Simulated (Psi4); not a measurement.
**B3LYP/cc-pVDZ (sweep point 1) run of [SiPH4]− (SMILES [SiH2-]P)**

Aim: the vertical ionisation energy of [SiPH4]− at B3LYP/cc-pVDZ (sweep point 1), from 2 runs. 

Program for the calculation: Psi4 1.11.

### 1 Starting point

The species is [SiPH4]− (6 atoms), meant as a singlet with charge -1. SMILES: `[SiH2-]P`. The shape is that of a GFN2-xTB optimisation. This is one conformer, not always the lowest.

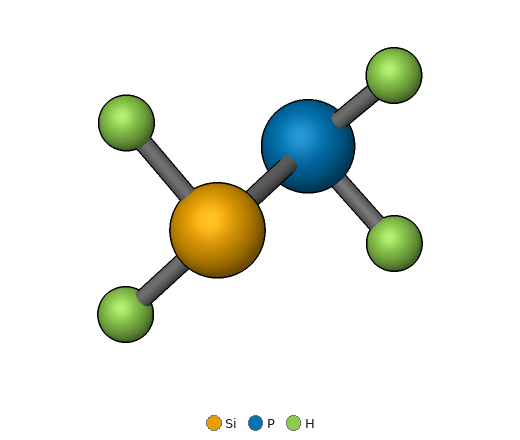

Viewed from a chosen angle; silicon amber, phosphorus blue, hydrogen green.

### 2 A single-point energy at B3LYP/cc-pVDZ (sweep point 1)

h4psi.inp reads:

```
memory 1.6 GB

molecule geom {
  -1 1
  Si     0.357650    -1.019850    -0.132620
  P     -0.355230     1.071380     0.132600
  H     -0.387090    -1.600590     1.036860
  H     -0.642080    -1.408110    -1.185860
  H      0.407400     1.565440    -0.899820
  H      0.619350     1.391730     1.048840
  symmetry c1
}

set basis cc-pVDZ
set puream true
set scf_type pk
set dft_radial_points 99
set dft_spherical_points 590

e_tot, wfn = energy("b3lyp", return_wfn=True)
```

Run with:

```console
$ psi4 h4psi.inp h4psi.out -n 1
```

h4psi.out:

```text
[...]
  Running in c1 symmetry.
[...]
  Nuclear repulsion =   83.574544087149334
[...]
  Multiplicity = 1
[...]
  Nalpha       = 17
  Nbeta        = 17
[...]
    Number of basis functions: 56
[...]
   @RKS iter   1:  -633.12769660661411   -1.98486e-01   7.12742e-03 DIIS/ADIIS
[...]
   @RKS iter   7:  -633.27108490230830   -7.73812e-08   7.66771e-07 DIIS
[...]
    Orbital Energies [Eh]
    ---------------------
    Doubly Occupied:
       1A    -76.861881     2A    -65.873499     3A     -6.336690
       4A     -5.021459     5A     -4.499330     6A     -4.497182
       7A     -4.493853     8A     -3.380933     9A     -3.379890
      10A     -3.376608    11A     -0.448311    12A     -0.274423
      13A     -0.200134    14A     -0.110868    15A     -0.102720
      16A     -0.073168    17A      0.034198
[...]
  @RKS Final Energy:  -633.27108490230830
   => Energetics <=
    Nuclear Repulsion Energy =             83.5745440871493344
    One-Electron Energy =               -1049.5422624697225729
    Two-Electron Energy =                 369.7003072436716593
    DFT Exchange-Correlation Energy =     -37.0036737634067450
    Empirical Dispersion Energy =           0.0000000000000000
    VV10 Nonlocal Energy =                  0.0000000000000000
    Total Energy =                       -633.2710849023083028
[...]
 Multipole Moments:
 ------------------------------------------------------------------------------------
     Multipole            Electronic (a.u.)      Nuclear  (a.u.)        Total (a.u.)
 ------------------------------------------------------------------------------------
 L = 1.  Multiply by 2.5417464519 to convert [e a0] to [Debye]
 Dipole X            :         -0.6246922            0.3776105           -0.2470816
 Dipole Y            :          2.4288313           -1.2645816            1.1642497
 Dipole Z            :          0.2741949           -0.1428416            0.1313532
 Magnitude           :                                                    1.1974057
[...]
```

Run time: 8.7 s. Hardware: 1 thread of Intel Xeon Platinum 8488C (Sapphire Rapids), shared host; peak memory 0.85 GiB.

### 3 Doublet neutral SiPH4, same level

job.inp reads:

```
memory 1600 MB

molecule geom {
  0 2
  Si     0.357650    -1.019850    -0.132620
  P     -0.355230     1.071380     0.132600
  H     -0.387090    -1.600590     1.036860
  H     -0.642080    -1.408110    -1.185860
  H      0.407400     1.565440    -0.899820
  H      0.619350     1.391730     1.048840
  symmetry c1
}

set basis cc-pVDZ
set reference uks
set puream true
set scf_type pk
set dft_radial_points 99
set dft_spherical_points 590
set maxiter 150

energy('b3lyp')
```

Run with:

```console
$ psi4 job.inp job.out -n 1
```

job.out:

```text
[...]
  Running in c1 symmetry.
[...]
  Nuclear repulsion =   83.574544087149334
[...]
  Multiplicity = 2
[...]
  Nalpha       = 17
  Nbeta        = 16
[...]
    Number of basis functions: 56
[...]
   @UKS iter   1:  -633.15954809302741   -2.30338e-01   4.84858e-03 ADIIS/DIIS
[...]
   @UKS iter   9:  -633.22058124108855   -4.96971e-09   1.72268e-07 DIIS
[...]
   @S^2 Observed:                7.533263998E-01
[...]
    Orbital Energies [Eh]
    ---------------------
    Alpha Occupied:
       1A    -77.081798     2A    -66.144499     3A     -6.556573
       4A     -5.292071     5A     -4.717863     6A     -4.717175
       7A     -4.715565     8A     -3.653366     9A     -3.648985
      10A     -3.648639    11A     -0.664068    12A     -0.514038
      13A     -0.404320    14A     -0.330846    15A     -0.328118
      16A     -0.302740    17A     -0.231325
    Alpha Virtual:
      18A      0.011351    19A      0.026103    20A      0.036985
      21A      0.042425    22A      0.096287    23A      0.234864
      24A      0.264460    25A      0.278091    26A      0.283993
[...]
  @UKS Final Energy:  -633.22058124108855
   => Energetics <=
    Nuclear Repulsion Energy =             83.5745440871493344
    One-Electron Energy =               -1041.7979377472879605
    Two-Electron Energy =                 361.7955547490037134
    DFT Exchange-Correlation Energy =     -36.7927423299535974
    Empirical Dispersion Energy =           0.0000000000000000
    VV10 Nonlocal Energy =                  0.0000000000000000
    Total Energy =                       -633.2205812410885528
[...]
 Multipole Moments:
 ------------------------------------------------------------------------------------
     Multipole            Electronic (a.u.)      Nuclear  (a.u.)        Total (a.u.)
 ------------------------------------------------------------------------------------
 L = 1.  Multiply by 2.5417464519 to convert [e a0] to [Debye]
 Dipole X            :          0.0094830            0.3776105            0.3870935
 Dipole Y            :          1.4235873           -1.2645816            0.1590057
 Dipole Z            :          0.1132549           -0.1428416           -0.0295868
 Magnitude           :                                                    0.4195230
[...]
```

Run time: 13 s. Hardware: 1 thread of Intel Xeon Platinum 8488C (Sapphire Rapids), shared host; peak memory 0.85 GiB.

### 4 Outcome

At B3LYP/cc-pVDZ (sweep point 1):

| quantity | value |
| --- | --- |
| singlet [SiPH4]−: total energy | -633.27108 Eh |
| singlet [SiPH4]−: HOMO energy | 0.93 eV |
| singlet [SiPH4]−: LUMO energy | 6.02 eV |
| singlet [SiPH4]−: HOMO–LUMO gap (to an unbound level, set by the basis) | 5.09 eV |
| doublet neutral SiPH4: total energy | -633.22058 Eh |
| doublet neutral SiPH4: dipole moment | 1.07 D |
| doublet neutral SiPH4: HOMO energy (highest over α and β) | -6.29 eV |
| doublet neutral SiPH4: LUMO energy (lowest over α and β) | -3.62 eV |
| doublet neutral SiPH4: ⟨S²⟩ | 0.753 |
| vertical detachment energy (to the doublet neutral) | 1.374 eV |

Removing an electron at fixed nuclei costs 1.37 eV (133 kJ/mol). The negative HOMO energy of the first species, -0.93 eV, lies 2.30 eV below that difference. The HOMO (singlet [SiPH4]−) lies at positive energy, 0.93 eV; only total energies tell whether the electron is bound.
